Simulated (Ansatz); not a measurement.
## Single-point calculation, with input and output: MoSeO

The run: single-point calculation of MoSeO (slab, 3 atoms in the cell). Method and program: DFT, r2SCAN, plane waves, PAW, no spin polarisation (Ansatz 0.2.0).

The geometry comes from this level: r2SCAN (a point of a series of strains). It belongs to a series of runs on one base structure; here: shear_xy strain +2.5%.

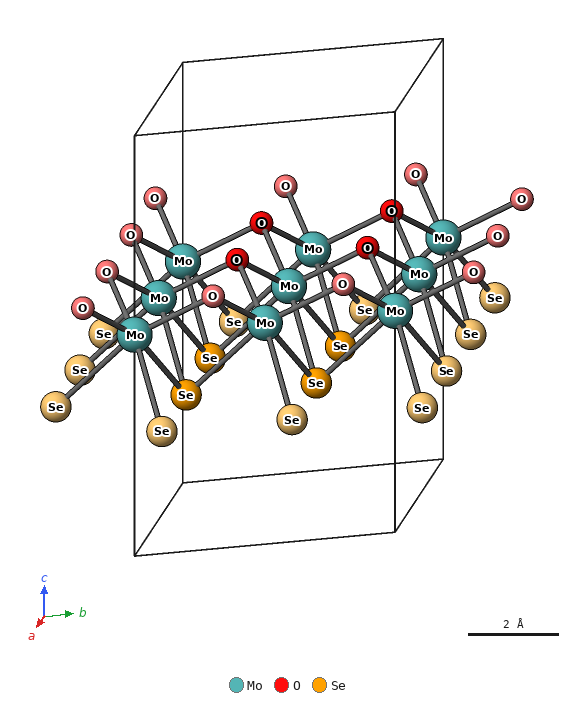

**Figure 1.** The input geometry (ball-and-stick view of the 2 × 2 repeat of the cell, with the vacuum cut short, seen slightly off an axis; neighbours outside the cell are drawn fainter). An atom can appear more than once, as a periodic image.

## The input
```yaml
crystal:
  lattice:
    - [3.1195229352, 0.0389940367, 0.0]
    - [-1.5259916412, 2.6820890912, 0.0]
    - [0.0, 0.0, 29.714225764]
  atoms:
    - { symbol: Mo, position: [8.4386e-06, 0.0002538586, 0.3116833898] }
    - { symbol: O, position: [0.3394268264, 0.6667508755, 0.3452713235] }
    - { symbol: Se, position: [0.6605647349, 0.332995266, 0.251700966] }
  periodic: [true, true, false]
kpoints:
  mp_grid: { grid: [12, 12, 1] }
  band_path:
    path:
      - [0.0, 0.0, 0.0]
      - [0.5, 0.0, 0.0]
      - [0.3333333333, 0.3333333333, 0.0]
      - [-0.024089, 0.03125, 0.0]
    npoints: 1
hamiltonian:
  xc: r2scan
scf:
  occupations: { method: fermi_dirac, width: 0.02 }
  n_extra_bands: 4
output:
  forces: true
  stress: true
  eigenvalues: true
```

Run as:
```bash
ansatz run input.yaml --threads 4 --pin off --max-ram 5529MiB --backend cpu --events-out ev --progress --plain --runs-dir out
```

## The program's output
```
scf.n_extra_bands = 4 over 18 filled bands (N_el = 36.0): the run solves 22 bands
Engine: ansatz 0.2.0, x86_64-unknown-linux-gnu
Pseudopotentials: kind: paw
Pseudopotential: Mo, paw, valence charge 14, recommended cutoff 500 eV (meta_gga), Mo.paw.azcp
Pseudopotential: O, paw, valence charge 6, recommended cutoff 500 eV (meta_gga), O.paw.azcp
Pseudopotential: Se, paw, valence charge 16, recommended cutoff 500 eV (meta_gga), Se.paw.azcp
Functional definition: r2SCAN
  parameter k0 = 0.174
  parameter k1 = 0.065
  parameter a1 = 4.9479
  exchange = r2scan_x(k0 = k0, k1 = k1, a1 = a1)
  correlation = r2scan_c
Crystal: 3 atoms, lattice volume = 250.382 Å³
Basis set: ecut = 500 eV, 6369 PW (Γ), exchange–correlation on 96×96×900 points (64 copies of the dense FFT grid, shifted against one another)
Bands: 22, of which v1, the nominal top of the filled ones, is band 18 counted from 1 (17 counted from 0)
Symmetry: 1 space group operations
Space group: P1 (ITA 1), of the structure as read, at distance tolerance 6.3e-5 Å
k-points: 74 of 144 (time reversal used)
Non-local potential: Mo, projectors of the file, l = 0: 3, l = 1: 2, l = 2: 2, l = 3: 1
Non-local potential: O, projectors of the file, l = 0: 2, l = 1: 2, l = 2: 1
Non-local potential: Se, projectors of the file, l = 0: 2, l = 1: 2, l = 2: 3, l = 3: 1
PAW form: soft (Blöchl's): semilocal exchange-correlation on the pseudo side does not see the compensation charge
PAW frozen core: Mo, regenerated for the run's functional (the file was generated under x = pbe(κ = 0.804, μ = 0.2195149727645171), c = pbe(β = 0.06672455060314922))
PAW frozen core: O, regenerated for the run's functional (the file was generated under x = pbe(κ = 0.804, μ = 0.2195149727645171), c = pbe(β = 0.06672455060314922))
PAW frozen core: Se, regenerated for the run's functional (the file was generated under x = pbe(κ = 0.804, μ = 0.2195149727645171), c = pbe(β = 0.06672455060314922))
PAW one-centre angular grid: Mo, 590 points (default); XC on 160 Gauss nodes
PAW one-centre angular grid: O, 302 points (default); XC on 160 Gauss nodes
PAW one-centre angular grid: Se, 590 points (default); XC on 160 Gauss nodes
Initial density: superposition of atomic densities (neutral atoms: chi_scale 0, normalization atom), corrected by the library's trained network
Initial wavefunctions: pseudopotential atomic-orbital guess
Functional: x = r2scan, c = r2scan; τ floored in thin density (d = 2e-4 eV/Å³)
SCF iter   1: F=—  HF=-11014.560429 eV  |F-HF|=—  |Δ(HF+E_count)|=         —  Δρ=7.92e-3  dr2=3.11e-1  dr2_τ=1.09e-1  ethr=1.77e-3  ⟨swp⟩=15.4  Hψ=13670  notcnv=0
preconditioner: auto → LDOS  [insulator: Δε(μ)=0.178 eV  Ē_g=9.651 eV  σ=0.020 eV  W_gap=0.58  n_scr=18 (ndim 8)  ℏωp=10.0 eV  f_vac=0.791  D(μ)=0.44/eV (n_scr^D=4)  ε∞_Penn≈2.1  β→1.0]
SCF iter   2: F=—  HF=-11014.652494 eV  |F-HF|=—  |Δ(HF+E_count)|=   9.21e-2  Δρ=9.92e-3  dr2=8.64e-1  dr2_τ=5.24e-2  ethr=8.63e-4  ⟨swp⟩=4.5  Hψ=4489  notcnv=0  recentre
SCF iter   3: F=—  HF=-11014.565972 eV  |F-HF|=—  |Δ(HF+E_count)|=   8.65e-2  Δρ=2.25e-3  dr2=3.29e-2  dr2_τ=3.84e-4  ethr=8.63e-4  ⟨swp⟩=2.9  Hψ=2584  notcnv=0
SCF iter   4: F=—  HF=-11014.565775 eV  |F-HF|=—  |Δ(HF+E_count)|=   1.96e-4  Δρ=5.19e-4  dr2=8.13e-4  dr2_τ=1.18e-4  ethr=9.15e-5  ⟨swp⟩=3.1  Hψ=3422  notcnv=0  defer=1
SCF iter   5: F=—  HF=-11014.565906 eV  |F-HF|=—  |Δ(HF+E_count)|=   1.30e-4  Δρ=1.00e-4  dr2=3.11e-5  dr2_τ=3.38e-6  ethr=2.26e-6  ⟨swp⟩=3.1  Hψ=3744  notcnv=0
SCF iter   6: F=—  HF=-11014.565792 eV  |F-HF|=—  |Δ(HF+E_count)|=   1.14e-4  Δρ=4.36e-5  dr2=3.45e-6  dr2_τ=3.02e-7  ethr=8.63e-8  ⟨swp⟩=4.1  Hψ=3529  notcnv=0
SCF iter   7: F=—  HF=-11014.565793 eV  |F-HF|=—  |Δ(HF+E_count)|=   1.60e-6  Δρ=1.18e-5  dr2=3.99e-7  dr2_τ=6.66e-8  ethr=9.58e-9  ⟨swp⟩=3.5  Hψ=3454  notcnv=0
SCF iter   8: F=-11014.565794 eV  HF=-11014.565793 eV  |F-HF|=2.04e-8  |Δ(HF+E_count)|=   1.16e-7  Δρ=3.10e-6  dr2=1.00e-8  dr2_τ=1.29e-9  ethr=2.78e-10  ⟨swp⟩=11.3  Hψ=10041  notcnv=0
SCF 1 converged in 8 iterations: F = -11014.565794 eV  dr2 = 1.00e-8
  greatest PAW one-centre occupation: 1.000 electrons in one spin orbital (limit 2), on the Se atom at site 2 (counted from 0), in its partial waves of l = 2
NSCF: frozen V_eff on 4 k-points
SCF converged after 8 iterations
Free energy (F): -11014.565794 eV
Harris-Foulkes:  -11014.565793 eV  (|F-HF|=2.04e-8)
Internal energy: -11014.565250 eV  (E = F + TS)
E sigma→0 (E₀):  -11014.565522 eV
Entropy (-TS):   -0.000544 eV (-0.181 meV/atom)
Fermi energy:    -5.039415 eV
--- Per-component energies (eV) ---
  E_band       = -1158.668690
  E_kinetic    = 734.028612
  E_local      = -87787.232327  (includes V_loc(G=0)·N_el)
  E_nonlocal   = -405.207112
  E_hartree    = 43355.661356
  E_xc         = -349.508133
  E_vxc        = -466.751955  (∫ρ·V_xc dr)
  E_paw        = -5301.689234  (= ΣΔE_a)
  E_vpaw       = 26.145327  (= ΣTr[D̂ρ^β])
  E_aug_tail   = 0.000768  (compensation charges beyond the density's cutoff)
  E_vtau       = 29.023876  (kinetic-family band-sum trace: ∫τ·v_τ [+ j·A + Jᵃ·Aᵃ] dr)
  E_ewald      = 38741.398735
  E_core_change = -2.017915  (= ΣΔE_core)
  E_smearing   = -0.000544  (= −TS)
  E_closure    = 0.000000  (closes the sum)
  Σ components = -11014.565794   (vs F -11014.565794, Δ=0.00e0)
--- Forces (eV/Å), atoms counted from 1 ---
  atom   1  Mo    -0.00011088    -0.00033412     0.00186824
  atom   2  O     -0.00006406     0.00003413    -0.00094680
  atom   3  Se     0.00017112     0.00029810    -0.00093151
  max |Σ_I F_I| component: 1.01e-5 eV/Å
--- 2D stress c σ (N/m, compression-positive) ---
        0.077470      -1.101677       0.000000
       -1.101677       0.009038       0.000000
        0.000000       0.000000       0.000000
  P = ½ c Tr σ = 0.0433 N/m
--- Band table (eV; the first three rows and the last of 74) ---
  k-point 0: bands = ["-69.1414", "-54.4061", "-54.4050", "-54.3460", "-54.3430", "-54.3235", "-42.5073", "-42.3148", "-42.2572", "-25.7040", "-20.9358", "-12.0234", "-11.3916", "-11.2219", "-9.3297", "-5.9461", "-5.6823", "-5.3007", "-5.0641", "-4.9542", "-1.0672", "-1.0475"]
  k-point 1: bands = ["-69.1377", "-54.4058", "-54.4046", "-54.3462", "-54.3431", "-54.3232", "-42.5002", "-42.3374", "-42.2782", "-25.6730", "-20.8486", "-11.9548", "-11.4110", "-11.2213", "-9.1558", "-6.5365", "-6.2141", "-5.4071", "-4.7935", "-4.4821", "-1.4803", "-1.0992"]
  k-point 2: bands = ["-69.1277", "-54.4055", "-54.4032", "-54.3468", "-54.3434", "-54.3224", "-42.4843", "-42.4188", "-42.3113", "-25.5957", "-20.5873", "-11.8965", "-11.3324", "-11.0985", "-8.8853", "-7.8422", "-6.7015", "-5.6269", "-4.3514", "-4.1795", "-2.0875", "-1.2332"]
  k-point 73: bands = ["-69.0834", "-54.4053", "-54.3956", "-54.3497", "-54.3443", "-54.3186", "-42.8038", "-42.4324", "-42.3858", "-25.3924", "-18.8245", "-12.7463", "-11.1335", "-10.9136", "-10.2385", "-8.8693", "-7.2478", "-6.0630", "-3.9467", "-3.7666", "-1.3212", "-1.2213"]
```

## File bands.tsv
```
# k_distance	band_0	band_1	band_2	band_3	band_4	band_5	band_6	band_7	band_8	band_9	band_10	band_11	band_12	band_13	band_14	band_15	band_16	band_17	band_18	band_19	band_20	band_21
# fermi_ev = -5.039415
# lock_threshold_ev = 1e-6
# [0, 0, 0] at k_distance = 0.000000
# [0.5, 0, 0] at k_distance = 1.150484
# [0.3333333333, 0.3333333333, 0] at k_distance = 1.829254
# [-0.024089, 0.03125, 0] at k_distance = 3.144246
# levels_relative_to = fermi_ev
# free_energy_ev = -11014.565794
# largest_residual_norms_ev = 1.166e-3 4.377e-4 5.505e-4 4.615e-4 4.717e-4 4.312e-4 2.221e-3 6.866e-4 6.413e-4 2.187e-3 1.395e-3 1.890e-3 1.523e-3 1.837e-3 1.607e-3 2.468e-3 1.905e-3 2.428e-3 2.219e-3 2.615e-3 3.470e-3 4.225e-3
0.000000	-64.101957	-49.366691	-49.365539	-49.306629	-49.303575	-49.284102	-37.467843	-37.275385	-37.217794	-20.664606	-15.896399	-6.983968	-6.352204	-6.182465	-4.290256	-0.906693	-0.642845	-0.261308	-0.024699	0.085175	3.972248	3.991911
1.150484	-64.050944	-49.366647	-49.357061	-49.308046	-49.306481	-49.279477	-37.783633	-37.354162	-37.322152	-20.351919	-13.967630	-7.694035	-6.103234	-5.672090	-5.154574	-4.008431	-1.841631	-1.163043	1.047216	1.223172	3.710587	3.810368
1.829254	-64.040548	-49.361359	-49.360176	-49.309491	-49.305991	-49.278968	-37.647181	-37.569137	-37.336839	-20.296840	-13.589165	-6.536597	-6.372577	-5.929693	-4.711594	-4.675236	-4.236830	-0.008546	0.551426	0.558669	2.800726	4.707574
3.144246	-64.101496	-49.366605	-49.365543	-49.306660	-49.303585	-49.284065	-37.466945	-37.276293	-37.222319	-20.660795	-15.885874	-6.974128	-6.344576	-6.197721	-4.266003	-0.972440	-0.753954	-0.183723	-0.127655	0.226169	3.962954	3.983628
```

## Results in brief

| quantity | value |
| --- | --- |
| outcome | converged |
| electrons treated | 36 |
| free energy | −11014.5658 eV |
| Fermi energy | −5.039 eV |
| band gap | none (metallic) |
| largest force (length of the vector) | 0.002 eV/Å |
| hardware | 4 threads of AMD EPYC (Zen 5), 16 GiB of memory available, shared host |
| wall time | 9.1 s (CPU time 35 s) |
| peak memory | 1.3 GiB |
